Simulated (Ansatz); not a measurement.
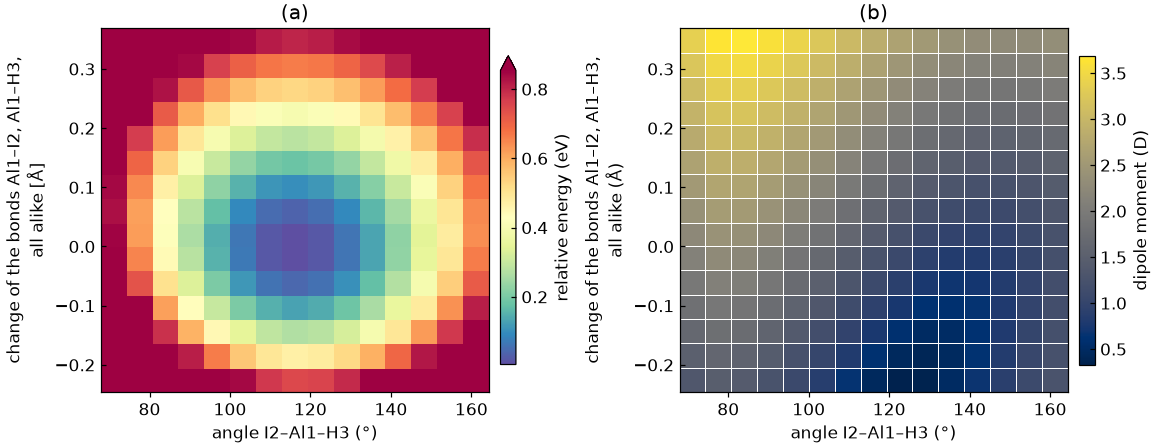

AlHI, SMILES [AlH][I], spin multiplicity 2. First axis: angle I2–Al1–H3. Second axis: change of the bonds Al1–I2, Al1–H3, all alike. Nothing is relaxed (all other coordinates rigid). Grid: 15 × 15 points. Points are written as (first, second). Energies: eV, counted from the relaxed molecule at the same level. Computed with UKS PBE0-D4/def2-TZVP in Ansatz.

Panel (a) is the energy; panel (b) is the computed dipole moment, in D.

Drawn: one coloured cell a grid point, one colour for all values above the top of the scale.

> How does the dipole moment vary over the map, and what is it at the lowest grid point?

Leaving out the highest fifth of the energies, it runs from 0.33 D at (122.5°, −0.225 Å) to 3.42 D at (90.4°, 0.307 Å). At the lowest grid point, (116.1°, 0.020 Å), it is 1.42 D.
